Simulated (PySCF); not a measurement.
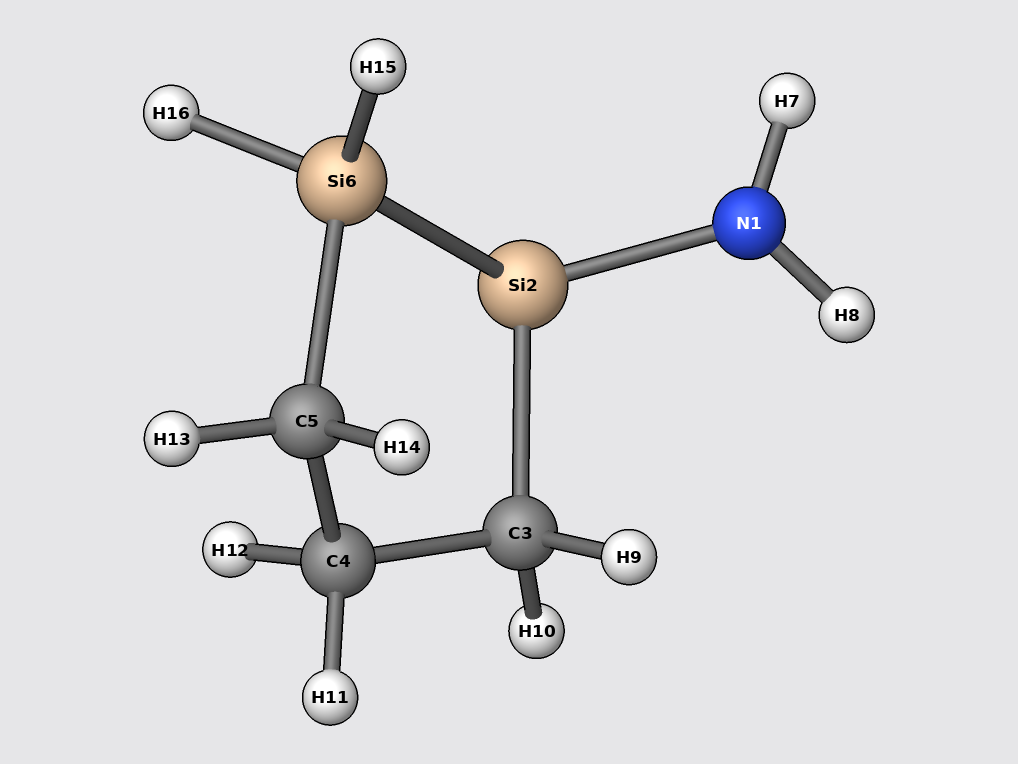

The questions are on Mulliken spin populations. Charge 0, doublet. The geometry was computed by an optimisation with GFN2-xTB. No frequency run is at hand to confirm it as a minimum. Method: UKS B3LYP, pcH-1 on C H N Si, non-relativistic (PySCF 2.14.0).

Which atom carries the largest spin population?

Si2 (0.72 e).

Which atom has the lowest spin population?

C3, C4, H7, H8, H10, H11, H12, H14, H16 (0.00 e).

Give the Mulliken spin populations atom by atom.

```
atom  value (e)
  N1       0.14
 Si2       0.72
  C3       0.00
  C4       0.00
  C5       0.02
 Si6       0.09
  H7       0.00
  H8       0.00
  H9       0.02
 H10       0.00
 H11       0.00
 H12       0.00
 H13       0.01
 H14       0.00
 H15       0.02
 H16       0.00
```

Mulliken values depend strongly on the basis set. The geometry is semi-empirical. Around Si such bond lengths and angles can be off by a tenth of an ångström or more and by several degrees, and values that hang on the shape move with them.
